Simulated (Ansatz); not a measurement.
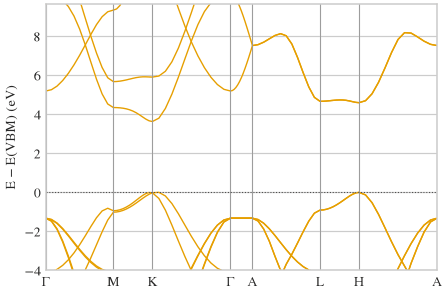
Figure. Band structure from plane-wave PAW PBE+D3(BJ) (Ansatz code)

The gap is 3.63 eV; an edge lies off the plotted path or next to a special point (maximum off the standard path, minimum at K).

The material is BN in space group P6_3/mmc (No. 194; B on 2b, N on 2d).

The start of the workflow was typed in or built on a structure type. Its sites differ from those of the usual phase in this space group: another stacking or structure type. The PBE+D3(BJ) relaxation kept the symmetry of its start; its stability against distortions is not shown here. The volume moved by 54 % from the start of the relaxation.

Potentials: the later of the program's two PAW sets.
